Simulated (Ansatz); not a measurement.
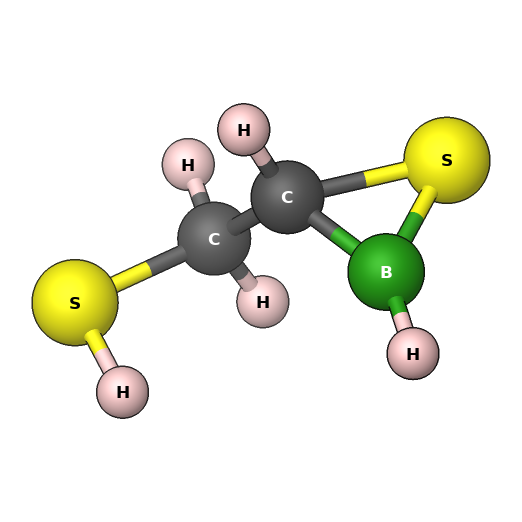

Rendered structure (ball-and-stick style).

Give the formula.

C2H5BS2, 10 atoms: 2 carbon, 5 hydrogen, 1 boron and 2 sulfur.

Does it have rings?

Independent rings (smallest set): 1 of 3 members.

More results for the same structure follow; atom numbers are the same in all pictures, views and colours differ. Computed geometry: PBE0-D4/def2-TZVP optimisation.

**Geometry**

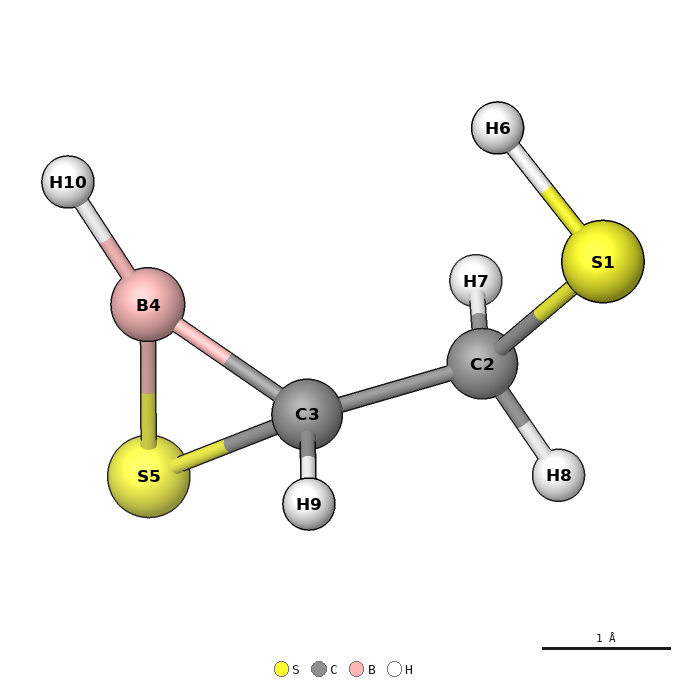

Which atoms are bonded, and how long are the bonds?

| bond | length (Å) | order |
| --- | --- | --- |
| S1–C2 | 1.813 | single |
| S1–H6 | 1.343 | single |
| C2–C3 | 1.504 | single |
| C2–H7 | 1.091 | single |
| C2–H8 | 1.093 | single |
| C3–B4 | 1.533 | single |
| C3–S5 | 1.879 | single |
| C3–H9 | 1.088 | single |
| B4–S5 | 1.738 | single |
| B4–H10 | 1.183 | single |

**Levels of theory compared**

Program: Ansatz 0.2.0.

At this fixed geometry, give HOMO–LUMO gap (eV), HOMO energy (eV), dipole (D) at these levels: B3LYP-D4/def2-TZVPP; PBE-D4/def2-TZVPP; r2SCAN-D4/def2-TZVPP; ωB97M-V/def2-TZVPP.

```tsv
level	HOMO–LUMO gap (eV)	HOMO energy (eV)	dipole (D)
B3LYP-D4/def2-TZVPP	5.14	−6.79	0.41
PBE-D4/def2-TZVPP	3.42	−5.82	0.34
r2SCAN-D4/def2-TZVPP	3.97	−6.08	0.41
ωB97M-V/def2-TZVPP	9.72	−9.23	0.46
```

**Thermal motion**

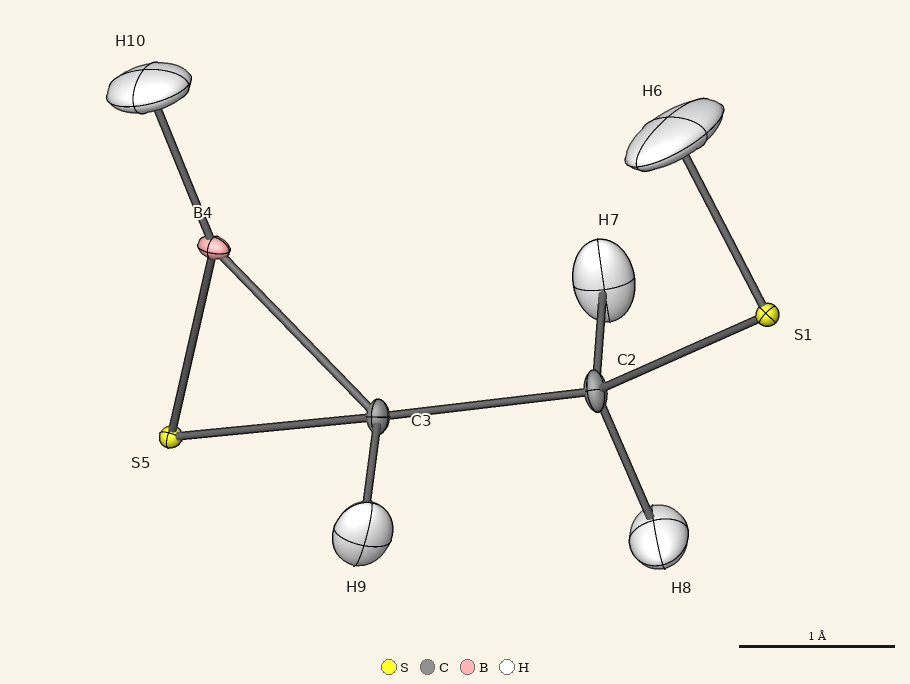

Displacement ellipsoids at the 50 % level, from the internal vibrations of the free molecule (harmonic, no overall translation or rotation; no half-axis is drawn under 0.075 Å). Vibrations computed with RKS PBE0-D4/def2-TZVP (Ansatz 0.2.0). Temperature: 100 K.

Give the displacement parameters, one line for each set of equivalent atoms.

```json
{"atom": "S1", "U_eq (Å²)": "0.0012", "rms amplitudes (Å)": "0.021, 0.031, 0.047"}
{"atom": "C2", "U_eq (Å²)": "0.0041", "rms amplitudes (Å)": "0.040, 0.053, 0.090"}
{"atom": "C3", "U_eq (Å²)": "0.0034", "rms amplitudes (Å)": "0.041, 0.055, 0.074"}
{"atom": "B4", "U_eq (Å²)": "0.0032", "rms amplitudes (Å)": "0.037, 0.051, 0.075"}
{"atom": "S5", "U_eq (Å²)": "0.0010", "rms amplitudes (Å)": "0.022, 0.033, 0.039"}
{"atom": "H6", "U_eq (Å²)": "0.0388", "rms amplitudes (Å)": "0.084, 0.176, 0.280"}
{"atom": "H7", "U_eq (Å²)": "0.0204", "rms amplitudes (Å)": "0.091, 0.129, 0.191"}
{"atom": "H8", "U_eq (Å²)": "0.0194", "rms amplitudes (Å)": "0.094, 0.126, 0.183"}
{"atom": "H9", "U_eq (Å²)": "0.0161", "rms amplitudes (Å)": "0.090, 0.124, 0.157"}
{"atom": "H10", "U_eq (Å²)": "0.0235", "rms amplitudes (Å)": "0.085, 0.170, 0.186"}
```

**Vibrations**

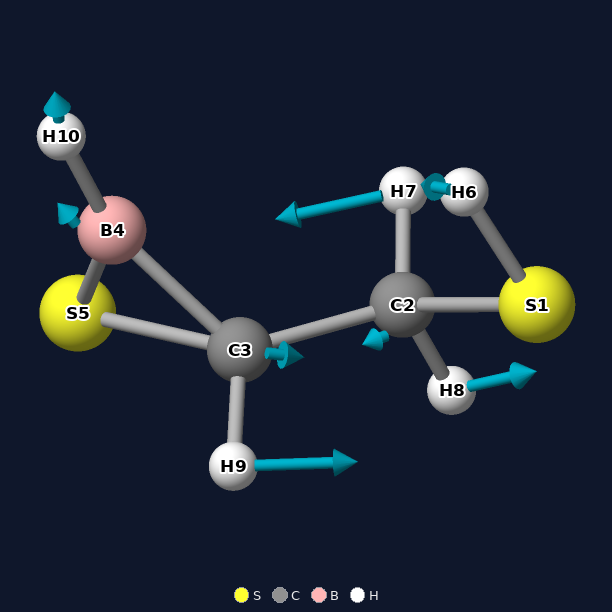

The arrows show one normal mode. Harmonic vibrations computed with RKS PBE0-D4/def2-TZVP (Ansatz 0.2.0) at a stationary point of the same level.

At what wavenumber does it lie?

1186 cm⁻¹; it is mode 16 of 24 counted from the lowest.
